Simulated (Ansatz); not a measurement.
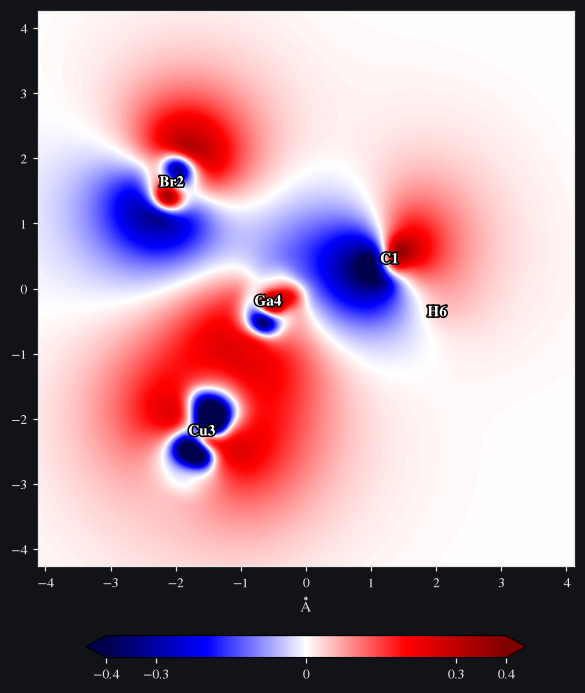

Figure 1: CH3BrCuGa. One frontier orbital on the plane of atoms Br2, Ga4 and Cu3 (values in Å⁻³ᐟ²; the overall sign is arbitrary).

Geometry: r2SCAN-D4/def2-SVP.

All numbers below come from Ansatz 0.2.0, isolated molecule in a Gaussian basis; Kohn-Sham density functional theory, functional PBE0.

```yaml
atoms:
  - { symbol: C, position_ang: [-0.8770, 0.8115, -2.0322] }
  - { symbol: Br, position_ang: [2.5615, 0.7411, -2.8642] }
  - { symbol: Cu, position_ang: [0.9195, -2.6626, -2.1318] }
  - { symbol: Ga, position_ang: [0.6195, -0.4464, -2.2800] }
  - { symbol: H, position_ang: [-0.6508, 1.4595, -1.1693] }
  - { symbol: H, position_ang: [-1.8351, 0.3006, -1.8570] }
  - { symbol: H, position_ang: [-0.9598, 1.4566, -2.9215] }
```

### Which orbital is it: HOMO or LUMO?

The HOMO, at −6.51 eV. It lies mainly on Cu3 (about 45 %), Ga4 (about 25 %), Br2 (about 20 %) and C1 (about 10 %).
